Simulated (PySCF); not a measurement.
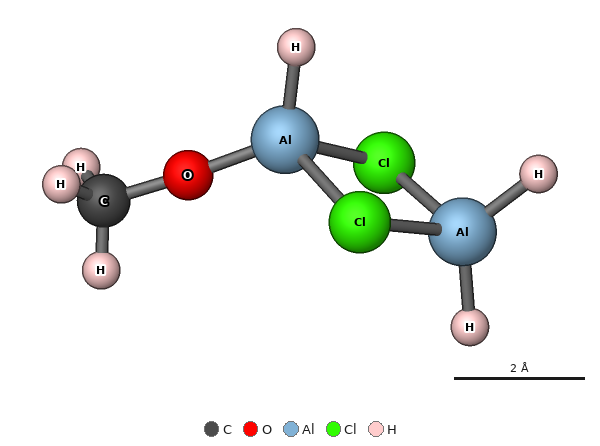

Figure 1. The input geometry (ball-and-stick view, seen at a tilt). Sticks mark near contacts.

# NMR shielding calculation, with input and output: CH$_{6}$Al$_{2}$Cl$_{2}$O

System: CH$_{6}$Al$_{2}$Cl$_{2}$O, SMILES C[O][AlH-]1[Cl+][AlH2-][Cl+]1.
Method: GIAO LC-wPBE/3-21G NMR shielding, non-relativistic, gas phase (PySCF 2.14.0).

The geometry comes from this level: GFN2-xTB. It belongs to a series of runs on one base structure; here: LC-wPBE/3-21G; guess vsap; conv 1e-08. Figures and captions count atoms from 1; the log counts them from 0 in places.

### Input
```
{"job": {"kind": "nmr", "xc": "LC-wPBE", "basis": "3-21G", "pop": true, "scf": {"guess": "vsap", "conv": 1e-08}}, "charge": 0, "multiplicity": 1}
C     -2.566958    -0.913547     0.106894
O     -1.401805    -0.141018     0.061539
Al    -0.091596     0.840918    -0.010053
Cl     1.295117     0.682430     1.707458
Al     2.918508     0.207252     0.335288
Cl     1.531653     0.139867    -1.342499
H     -2.338785    -1.918514     0.466932
H     -3.289926    -0.447540     0.779328
H     -3.003738    -0.979848    -0.891519
H     -0.285547     2.317127    -0.289631
H      3.401796    -1.228912     0.627504
H      3.832479     1.441099     0.187450
```

The first line tells a small driver script what to run in PySCF; the rest is the geometry in Å.

Launched with:
```bash
OMP_NUM_THREADS=1 python <driver script> task.json out
```

### What the program printed
```
final grid: 101920 points
cycle   1  E = -1513.2194639635  dE =  3.572e-02  |g| = 2.011e+00  |ddm| = 4.528e+00
cycle   2  E = -1513.2377559430  dE = -1.829e-02  |g| = 2.307e+00  |ddm| = 3.980e+00
cycle   3  E = -1514.0692876268  dE = -8.315e-01  |g| = 2.407e-01  |ddm| = 1.285e+00
cycle   4  E = -1514.0823504977  dE = -1.306e-02  |g| = 6.689e-02  |ddm| = 2.665e-01
cycle   5  E = -1514.0833363899  dE = -9.859e-04  |g| = 8.490e-03  |ddm| = 5.123e-02
cycle   6  E = -1514.0833969484  dE = -6.056e-05  |g| = 1.483e-03  |ddm| = 2.933e-02
cycle   7  E = -1514.0833989912  dE = -2.043e-06  |g| = 3.761e-04  |ddm| = 6.297e-03
cycle   8  E = -1514.0833990271  dE = -3.587e-08  |g| = 1.189e-04  |ddm| = 8.445e-04
cycle   9  E = -1514.0833990339  dE = -6.738e-09  |g| = 1.823e-05  |ddm| = 2.950e-04
converged SCF energy = -1514.0833990339

GIAO shielding tensors (ppm)
atom      isotropic    diamagn.    paramagn.     s11        s22        s33       span
  0 C      162.614     238.496     -75.883    139.277    140.599    207.965     68.688
  1 O      335.298     400.125     -64.827    275.336    350.777    379.782    104.446
  2 Al     573.123     790.227    -217.104    523.128    549.882    646.360    123.232
  3 Cl    1000.588    1143.297    -142.710    897.113    954.525   1150.124    253.010
  4 Al     512.511     794.959    -282.448    469.578    486.869    581.088    111.510
  5 Cl    1000.456    1143.016    -142.560    897.179    954.094   1150.094    252.915
  6 H       28.700      27.755       0.945     23.322     26.992     35.787     12.465
  7 H       28.687      27.246       1.441     23.527     26.578     35.955     12.428
  8 H       28.711      27.414       1.297     23.588     26.624     35.922     12.334
  9 H       28.247      30.029      -1.782     23.836     25.051     35.855     12.020
 10 H       27.841      28.829      -0.989     24.105     25.180     34.237     10.133
 11 H       27.850      29.082      -1.233     24.102     25.246     34.201     10.099
```

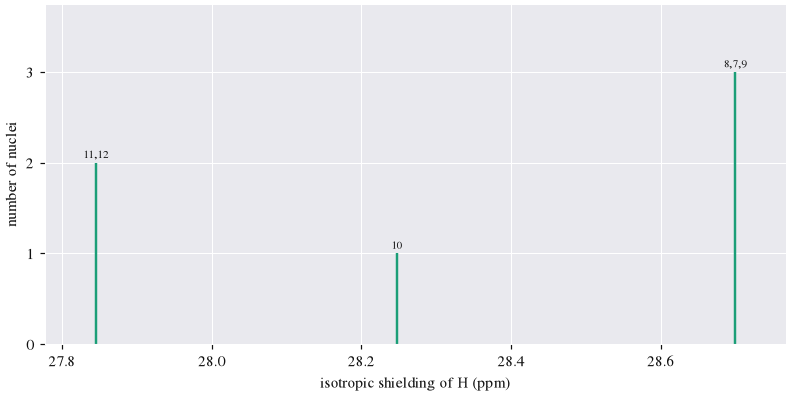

Figure 2. Isotropic shieldings of the hydrogen nuclei in this fixed geometry, labelled by atom number; shielding grows to the right, so chemical shift grows to the left. The least shielded is H11 (27.8 ppm), the most shielded H9 (28.7 ppm).

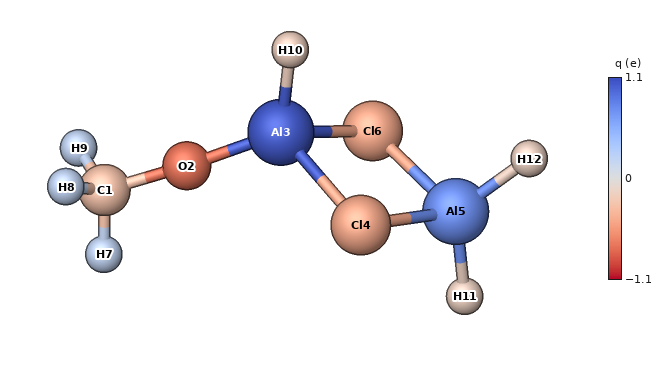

Figure 3. Mulliken charges, as the colour of each atom (ball-and-stick view, seen at a tilt; atoms are numbered from 1 in the order of the input). By element: C −0.28, O −0.72, Al +0.73 to +1.01, Cl −0.44 and H −0.17 to +0.20 e.

### Results in brief

```csv
quantity,value
outcome,converged
total energy,−1514.083399 hartree
HOMO,−10.65 eV
LUMO,1.72 eV
dipole moment,1.76 D
"isotropic shielding, C",162.6 ppm
"isotropic shielding, O",335.3 ppm
"isotropic shielding, Al",512.5 to 573.1 ppm
"isotropic shielding, Cl",1000.5 to 1000.6 ppm
"isotropic shielding, H",27.8 to 28.7 ppm
hardware,"1 CPU thread, shared host"
wall time,6.1 s
peak memory,0.49 GiB
```

### Notes

Settings chosen away from the usual ones: LC-wPBE/3-21G; guess vsap; conv 1e-08.
